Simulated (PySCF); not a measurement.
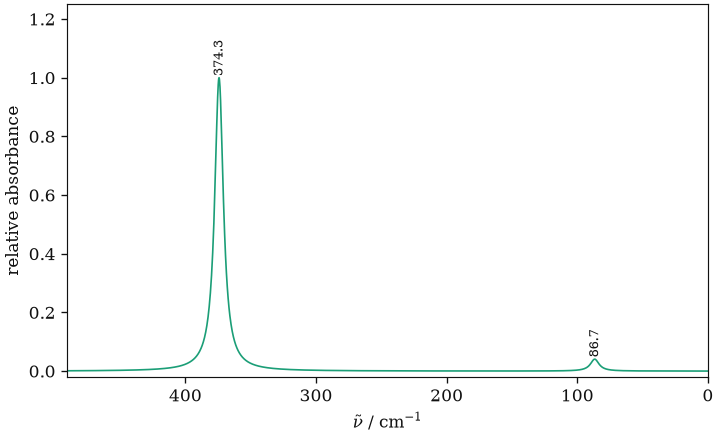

IR spectrum of CeCl₄, singlet, at a minimum, with Ce as the central atom. Unscaled harmonic wavenumbers and double-harmonic intensities, PBE0/lcecp-2/def2-TZVP (ECP), PySCF 2.14.0, isolated molecule. Structures are the lowest points that the searches found. Degenerate modes count as one line, with their intensities summed. Lorentzian lines of 8 cm⁻¹ full width. Close modes add up in the curve.

Question: What symmetry does the computed molecule have?

Answer: The calculation gave Td. Its 9 modes give 4 distinct wavenumbers, 2 with an intensity of 0.05 km/mol or more.
```
 cm⁻¹  km/mol  symmetry
 82.9     0.0    e (×2)
 86.7    14.5   t2 (×3)
357.6     0.0        a1
374.3   356.2   t2 (×3)
```

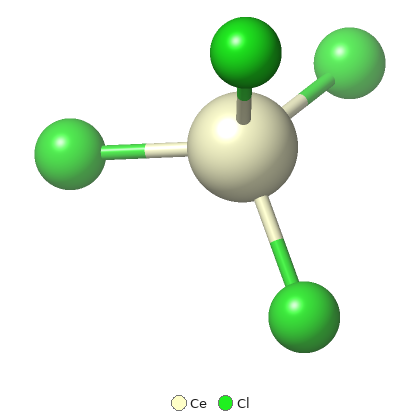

Caveats: 4f shell held in the core potential, spin of the 4f shell not counted; spin-orbit coupling is left out, and with Ce it can shift these values.
